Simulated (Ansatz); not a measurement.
C2F2N2Si (SMILES N#C[Si](F)(F)C#N)

The calculation's input:

```
crystal:
  periodic: [false, false, false]
  atoms:
    - {symbol: N, position_ang: [0.558654, -2.117235, 1.587150]}
    - {symbol: C, position_ang: [0.274355, -1.354832, 0.773711]}
    - {symbol: Si, position_ang: [-0.169606, -0.126239, -0.497089]}
    - {symbol: F, position_ang: [-1.674153, -0.307453, -0.883098]}
    - {symbol: F, position_ang: [0.739337, -0.335218, -1.752339]}
    - {symbol: C, position_ang: [0.083633, 1.558277, 0.150809]}
    - {symbol: N, position_ang: [0.249081, 2.614800, 0.575256]}
basis:
  gaussian: {orbitals: def2-TZVPP}
hamiltonian: {xc: pbe0, dispersion: d4}
output: {orbitals: {seedname: orbitals}}
```

Command:

```sh
ansatz run in.yaml --threads 4 --pin off --events-out ev --progress --plain --max-ram 10444MiB
```

Geometry: PBE0-D4/def2-TZVP.

All numbers below come from RKS PBE0-D4/def2-TZVPP in Ansatz 0.2.0.

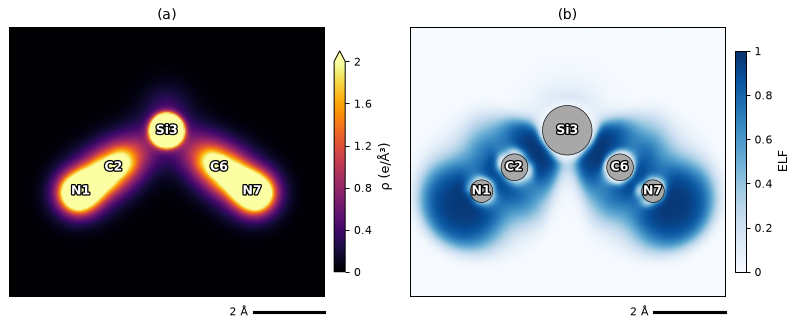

Figure 1. (a) electron density; (b) ELF on the plane of atoms C2, Si3 and C6. Grey discs cover the atomic cores in the ELF map.

Question: What does the map show?

Answer: The plane passes through N, C and Si nuclei. C–N (1.15 Å): ρ at the midpoint is about 3.7 e/Å³; the ELF peaks at about 0.85 between the atoms (a short, multiple covalent bond). C–Si (1.82 Å): ρ is about 1 e/Å³ halfway; the ELF peaks at about 0.95 between the atoms: localised, covalent bonding. The ELF also peaks beside N1 and N7, away from the bonds: lone-pair regions.

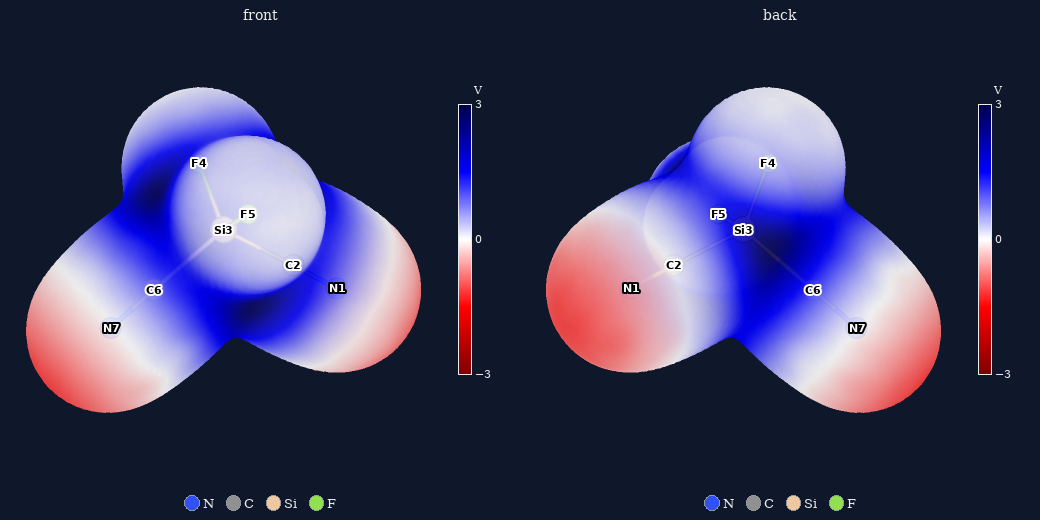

Figure 2. The electrostatic potential painted on the density surface at 0.002 e/bohr³, seen from the front and from behind; the colour scale runs from red (negative) to blue (positive).

Question: Which sites attract a positive test charge, and which a negative one?

Answer: A positive charge is drawn to the negative regions and a negative charge to the positive ones. The most negative region (about −1.1 V) lies over N1 and N7, the most positive (about +2.8 V) over Si3.

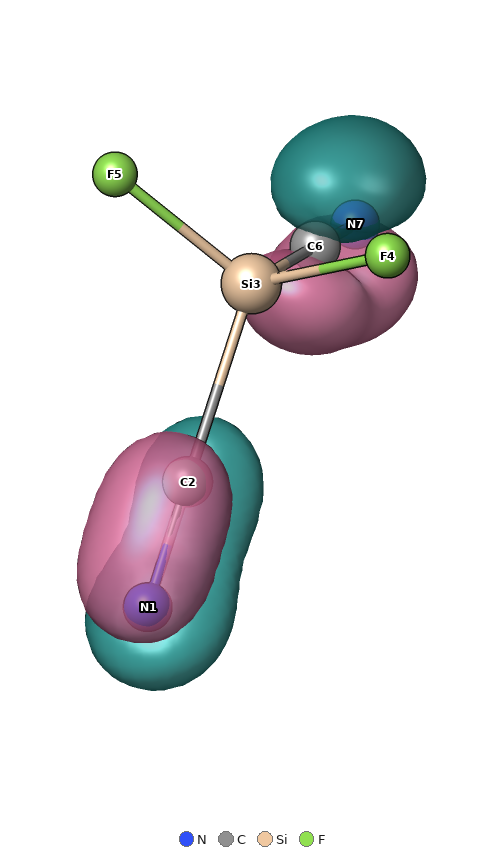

Figure 3. The HOMO at ±0.2 Å⁻³ᐟ² (teal and pink are the two phases), seen at an oblique angle.

Question: Where does this orbital lie, and at what energy?

Answer: Its weight (Hirshfeld) is mainly on N1 (about 30 %), N7 (about 30 %), C6 (about 20 %) and C2 (about 20 %). Its energy is −11.03 eV.
